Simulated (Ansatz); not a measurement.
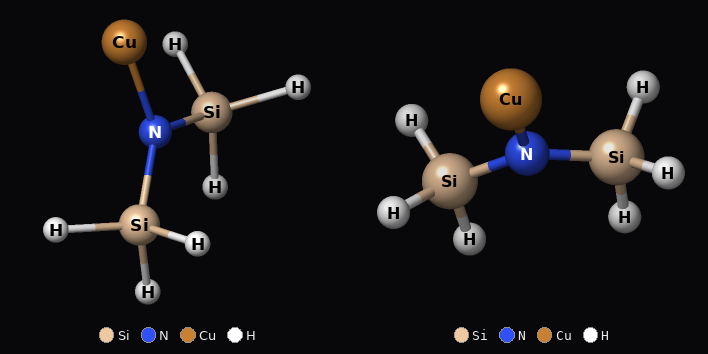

Two views of one molecule.

Charge 0, singlet.

Description:

Formula CuH₆NSi₂. Its SMILES string is `[SiH3][N]([SiH3])[Cu]`. Among its groups: Si–H bond, Si–N bond. This geometry has Cs symmetry. Coordination: 2 Si tetrahedral; 1 N trigonal planar.

More results for the same structure follow; atom numbers are the same in all pictures, views and colours differ. The geometry was computed by an optimisation with PBE0-D4/def2-TZVP.

### Shape

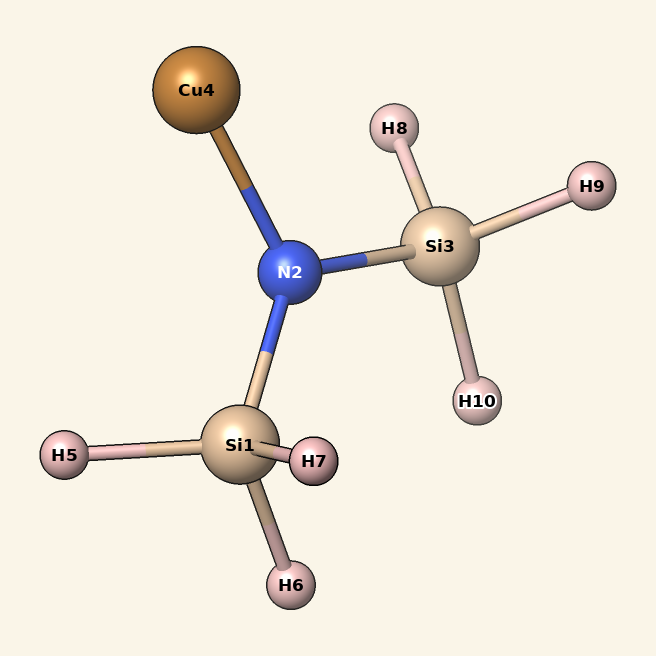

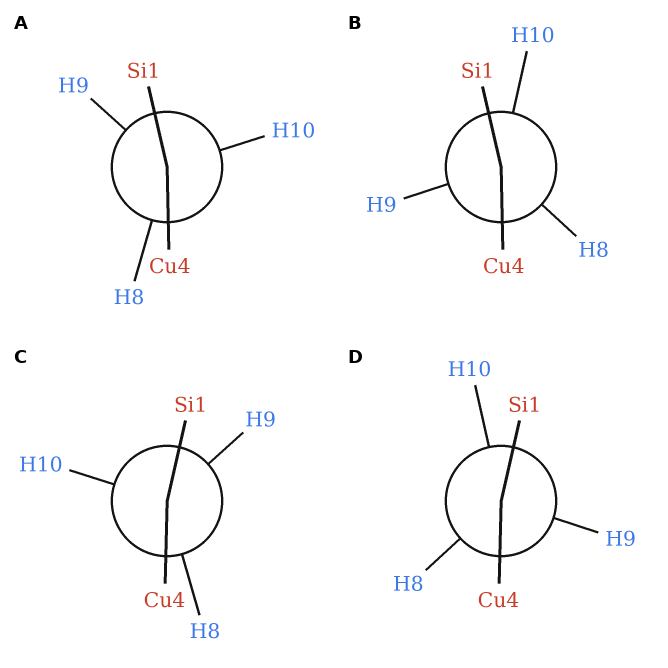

Atoms fade into the background with distance from the viewer. Bonds that would overlap in a projection are set slightly apart.

**Which Newman projection shows the view along N2–Si3, with N2 in front?**

B. The torsion angle Cu4–N2–Si3–H8 is −46°, synclinal (gauche).

### Vibrations

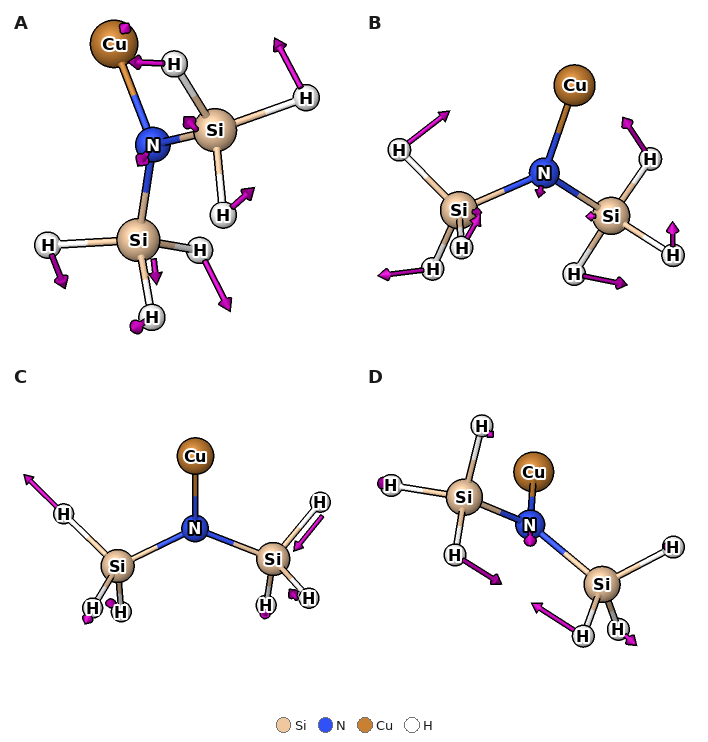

4 normal modes of one molecule or complex, as arrows. Harmonic vibrations computed with RKS PBE0-D4/def2-TZVP (Ansatz 0.2.0) at a stationary point of the same level.

**Match the panels to the wavenumbers 113 cm⁻¹, 643 cm⁻¹, 868 cm⁻¹, 2178 cm⁻¹.**

A: 113 cm⁻¹
B: 643 cm⁻¹
C: 2178 cm⁻¹, out-of-phase stretching of 2 Si–H bonds
D: 868 cm⁻¹

### Dipole moment

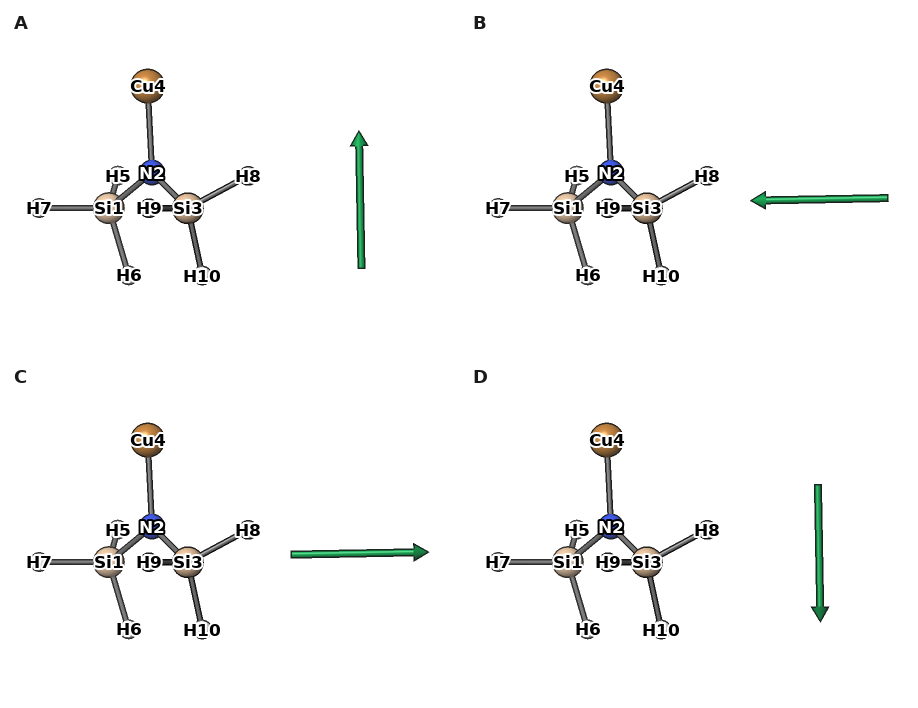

The same molecule four times, each with an arrow. Level of theory: RKS PBE0-D4/def2-TZVP (Ansatz 0.2.0).

**Which arrow points along the dipole moment, from the negative to the positive end?**

A. The dipole moment is 4.75 D; it points from the side of H6, H10 to the side of Cu4 (the outermost atoms at the two ends).

### Electronic properties

Properties computed with RKS PBE0-D4/def2-TZVPP (Ansatz 0.2.0).

**What is the HOMO–LUMO gap?**

3.74 eV.

**Estimate the HOMO energy (Kohn–Sham orbital).**

−6.58 eV.

**Estimate the dispersion correction.**

−23.0 kJ/mol.

### Charges

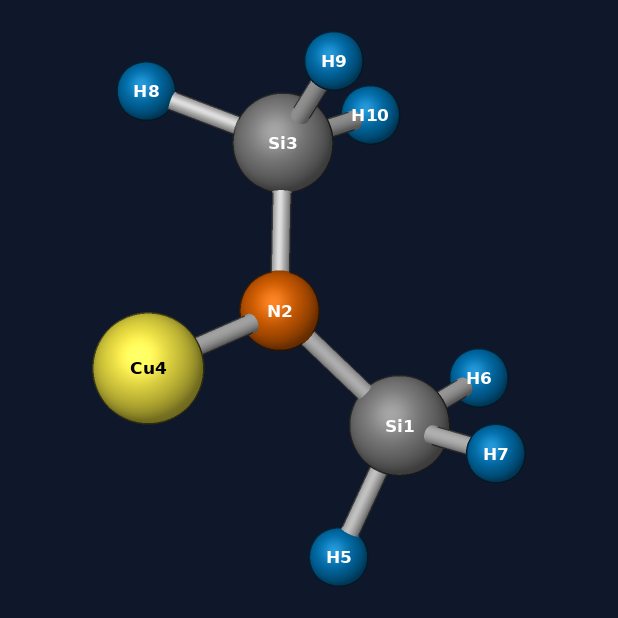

The questions are on Mulliken charges. Properties computed with RKS PBE0-D4/def2-TZVP (Ansatz 0.2.0).

Give the Mulliken charges atom by atom.

```json
{"atom": "Si1", "value (e)": "0.22"}
{"atom": "N2", "value (e)": "−0.51"}
{"atom": "Si3", "value (e)": "0.22"}
{"atom": "Cu4", "value (e)": "0.38"}
{"atom": "H5", "value (e)": "−0.06"}
{"atom": "H6", "value (e)": "−0.04"}
{"atom": "H7", "value (e)": "−0.06"}
{"atom": "H8", "value (e)": "−0.06"}
{"atom": "H9", "value (e)": "−0.06"}
{"atom": "H10", "value (e)": "−0.04"}
```

Mulliken values depend strongly on the basis set and can even reverse the polarity of a bond.
